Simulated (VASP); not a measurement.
Band structure of Se (space group R-3). These are r2SCAN meta-GGA, VASP's PBE PAW potentials (set 64) (plane waves; VASP 6.6.1) values and carry that method's errors.

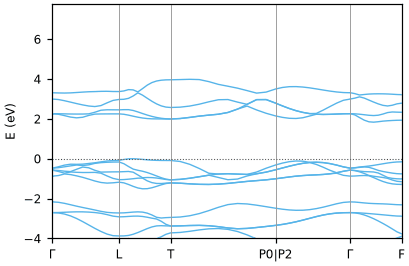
Figure. Bands along high-symmetry lines, zero at the valence-band maximum or, without a gap, the Fermi level

Question: Read the plot: is there a gap, and where are the band edges?

Answer: The gap is indirect, 1.75 eV, from the valence maximum at L-T at 0.27 to the conduction minimum at (-0.33, 0.33, 0.17).

The structure comes from a computed database's Se entry (R-3); how it stands against other phases isn't given here. It was relaxed first.
